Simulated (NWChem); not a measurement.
# C2H3FO (acetyl fluoride) at 6 levels

We compute a comparison of 6 runs (HF/STO-3G, HF/def2-SVP, B3LYP/STO-3G, B3LYP/6-31G*, MP2/6-311G**, MP2/aug-cc-pVDZ) of C2H3FO (acetyl fluoride). 

Program for the calculation: NWChem 7.3.0.

**1. Starting point**

The species is C2H3FO (7 atoms), meant as a singlet with charge 0. SMILES: `CC(=O)F`. The coordinates come from a PBE0-D4/def2-TZVP relaxation.

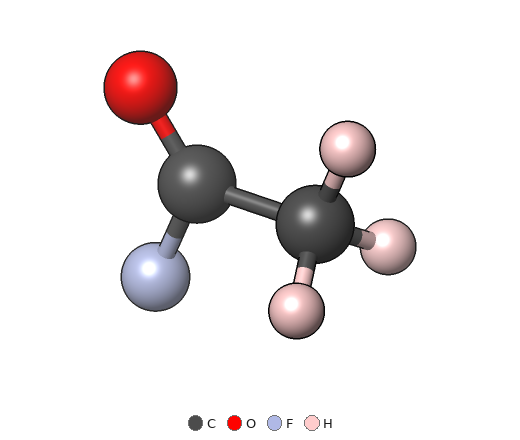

Viewed from a chosen angle; carbon dark grey, oxygen red, fluorine light blue, hydrogen pink.

**2. Energy and gradient at HF/STO-3G (run 1)**

Input file c2h3fo.nw:

```
start c2h3fo
title "C2H3FO gradient"
memory 2200 mb
charge 0
geometry units angstrom noautosym nocenter noautoz
  C     0.485310    0.015050    0.443640
  C    -0.694890   -0.034350   -0.460580
  O    -1.835410   -0.165690   -0.191770
  F    -0.310690    0.097630   -1.749400
  H     0.165320   -0.091900    1.476660
  H     1.180650   -0.783140    0.176830
  H     1.009710    0.962410    0.304610
end
basis spherical bse
  * library STO-3G
end
scf
  thresh 1e-08
  maxiter 80
  noprint "final vectors analysis"
end
task scf gradient
```

Command:

```
$ nwchem c2h3fo.nw > c2h3fo.out
```

Log:

```text
[...]
  functions       =    23
[...]
  wavefunction    = RHF
[...]
         Total SCF energy =   -248.418895504685
      One-electron energy =   -580.749436233266
      Two-electron energy =    213.097231171927
 Nuclear repulsion energy =    119.233309556655
        Time for solution =      0.6s
[...]
                         RHF ENERGY GRADIENTS
    atom               coordinates                        gradient
                 x          y          z           x          y          z
   1 C       0.917103   0.028440   0.838358   -0.034056  -0.001471  -0.025533
   2 C      -1.313152  -0.064912  -0.870370   -0.042895  -0.007043   0.038743
   3 O      -3.468422  -0.313109  -0.362393    0.075879   0.008999  -0.021410
   4 F      -0.587119   0.184494  -3.305887   -0.001027  -0.001160   0.014505
   5 H       0.312410  -0.173666   2.790483   -0.003828  -0.000445   0.000972
   6 H       2.231105  -1.479920   0.334160    0.003217  -0.002064  -0.003831
   7 H       1.908075   1.818691   0.575629    0.002710   0.003185  -0.003446
[...]
```

Run time: 1.2 s. Hardware: 1 thread of Intel Xeon 6975P-C (Granite Rapids), shared host; peak memory 0.1 GiB.

**3. Energy and gradient at HF/def2-SVP (run 2)**

Input file c2h3fo.nw:

```
start c2h3fo
title "C2H3FO hf"
memory 2200 mb
geometry units angstroms noautosym nocenter noautoz
  C     0.485310    0.015050    0.443640
  C    -0.694890   -0.034350   -0.460580
  O    -1.835410   -0.165690   -0.191770
  F    -0.310690    0.097630   -1.749400
  H     0.165320   -0.091900    1.476660
  H     1.180650   -0.783140    0.176830
  H     1.009710    0.962410    0.304610
end
basis spherical bse
  * library def2-SVP
end
scf
  thresh 1e-08
  maxiter 80
  print medium
end
task scf gradient
```

Command:

```
$ nwchem c2h3fo.nw > c2h3fo.out
```

Log:

```text
[...]
  functions       =    71
[...]
  wavefunction    = RHF
[...]
         Total SCF energy =   -251.602174702607
      One-electron energy =   -582.565474865589
      Two-electron energy =    211.729990606327
 Nuclear repulsion energy =    119.233309556655
        Time for solution =      3.6s
[...]
                         RHF ENERGY GRADIENTS
    atom               coordinates                        gradient
                 x          y          z           x          y          z
   1 C       0.917103   0.028440   0.838358   -0.003158  -0.000148  -0.002245
   2 C      -1.313152  -0.064912  -0.870370    0.030092   0.001744   0.016295
   3 O      -3.468422  -0.313109  -0.362393   -0.038314  -0.004466   0.009802
   4 F      -0.587119   0.184494  -3.305887    0.008755   0.002667  -0.024683
   5 H       0.312410  -0.173666   2.790483   -0.000125  -0.000085   0.000999
   6 H       2.231105  -1.479920   0.334160    0.001441  -0.000557  -0.000135
   7 H       1.908075   1.818691   0.575629    0.001309   0.000844  -0.000032
[...]
```

It took 5.1 s on 1 thread of Intel Xeon 6975P-C (Granite Rapids), shared host; peak memory 0.1 GiB.

Runs 3 to 5 aren't shown in full; the table further down has their settings and results.

**4. Energy and forces at MP2/aug-cc-pVDZ (run 6)**

Input file geom.nw:

```
start geom
memory stack 880 mb heap 220 mb global 1100 mb
geometry units angstrom noautosym nocenter noautoz
  C     0.485310    0.015050    0.443640
  C    -0.694890   -0.034350   -0.460580
  O    -1.835410   -0.165690   -0.191770
  F    -0.310690    0.097630   -1.749400
  H     0.165320   -0.091900    1.476660
  H     1.180650   -0.783140    0.176830
  H     1.009710    0.962410    0.304610
end
basis spherical bse
  * library aug-cc-pVDZ
end
scf
  thresh 1e-08
  maxiter 80
  print medium
end
mp2
  freeze core 4
  tight
end
task mp2 gradient
```

Command:

```
$ nwchem geom.nw > geom.out
```

Log:

```text
[...]
  functions       =   119
[...]
  wavefunction    = RHF
[...]
         Total SCF energy =   -251.833312901295
      One-electron energy =   -582.762576411563
      Two-electron energy =    211.695953953613
 Nuclear repulsion energy =    119.233309556655
        Time for solution =     33.9s
[...]
          Total MP2 energy          -252.507322283302
[...]
                         mp2 ENERGY GRADIENTS
    atom               coordinates                        gradient
                 x          y          z           x          y          z
   1 C       0.917103   0.028440   0.838358   -0.004029  -0.000278  -0.001642
   2 C      -1.313152  -0.064912  -0.870370   -0.023407  -0.001686  -0.008379
   3 O      -3.468422  -0.313109  -0.362393    0.039187   0.004567  -0.009934
   4 F      -0.587119   0.184494  -3.305887   -0.008089  -0.002521   0.023650
   5 H       0.312410  -0.173666   2.790483    0.002059   0.000630  -0.005838
   6 H       2.231105  -1.479920   0.334160   -0.003322   0.004327   0.001414
   7 H       1.908075   1.818691   0.575629   -0.002399  -0.005038   0.000729
[...]
```

It took 82 s on 1 thread of Intel Xeon 6975P-C (Granite Rapids), shared host; peak memory 0.53 GiB.

**5. All runs side by side**

```csv
run,level,iteration cap,module,energy (Eh),dipole moment (D),largest force (eV/Å),wall time
1,HF/STO-3G,80,scf,-248.418896,1.97,4.081,1.2 s
2,HF/def2-SVP,80,scf,-251.602175,3.26,2.047,5.1 s
3,B3LYP/STO-3G,100,dft,-249.611962,1.76,7.653,6 s
4,B3LYP/6-31G* (Cartesian functions),100,dft,-253.091714,2.77,1.256,17 s
5,MP2/6-311G**,80,mp2,-252.547726,2.69,0.966,21 s
6,MP2/aug-cc-pVDZ,80,mp2,-252.507322,2.87,2.092,82 s
```

**6. What came out**

| quantity | value |
| --- | --- |
| run 6: total energy | -252.50732 Eh |
| run 6: dipole moment (of the density that the program reports) | 2.87 D |
| run 6: HOMO energy (Hartree–Fock orbitals) | -13.37 eV |
| run 6: LUMO energy (Hartree–Fock orbitals) | 0.82 eV |
| run 6: HOMO–LUMO gap (Hartree–Fock orbitals) | 14.19 eV |
| run 6: correlation energy (4 core orbitals frozen) | -674.0 mEh |
| run 6: largest force on an atom | 2.092 eV/Å |

What this shows: The dipole moment (its size) runs from 1.76 D (B3LYP/STO-3G) to 3.26 D (HF/def2-SVP). The two ends differ in method and basis. Over runs 2, 3, 4 the HOMO–LUMO gap runs from 7.74 eV (B3LYP/STO-3G) to 17.61 eV (HF/def2-SVP). In runs 1, 3 the basis is minimal, so the values are rough. All runs together took 2.2 min, the longest 82 s.
